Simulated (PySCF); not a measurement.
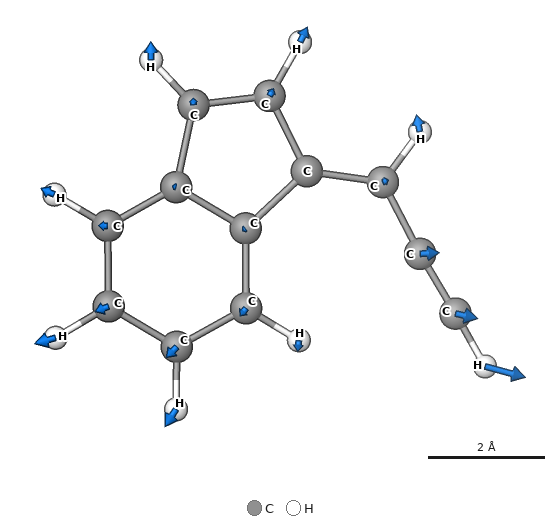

A relaxation of C$_{12}$H$_{8}$. The starting structure is drawn; blue arrows show the displacements, magnified 10 times. The two geometries are superimposed by the best rigid fit.

Style: ball-and-stick. Shown at a tilt.

The start comes from GFN2-xTB.

Theory: PBE0-D3(BJ)/def2-SVP geometry optimisation, gas phase (PySCF). 

Which element moves most?

Answer. Hydrogen: up to 0.075 Å, against 0.042 Å for carbon.

What happened in the run?

Answer. Over 4 geometry steps the energy falls by 1.74 kcal/mol. The atom that moves furthest after the best rigid fit is an H atom (0.075 Å). Largest moves by element: H 0.075 Å, C 0.042 Å. Near-neighbour distances that change, for instance: C–H 1.049 → 1.074 Å, C–C 1.400 → 1.413 Å, C–C 1.451 → 1.464 Å, C–C 1.204 → 1.216 Å. The run took about 5 core-minutes on a shared host.
